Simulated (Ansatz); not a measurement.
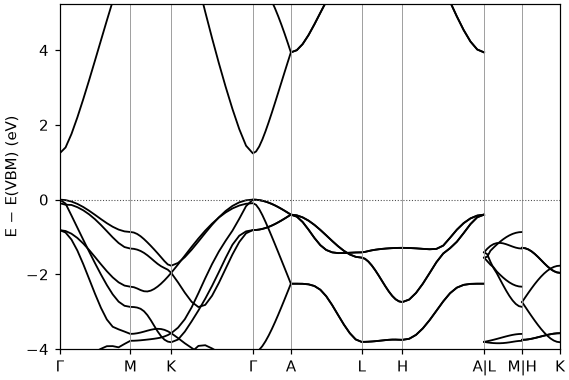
Figure: Band structure from plane-wave PAW r²SCAN (Ansatz code)

Question: Read off the gap and where the band edges lie.

Answer: About 1.2 eV (1.24 eV by a search for the band edges); maximum at Γ, minimum at Γ.

The material is ZnO (wurtzite, P6_3mc).

The r²SCAN relaxation kept the symmetry of its start.

Potentials: the later of the program's two PAW sets.
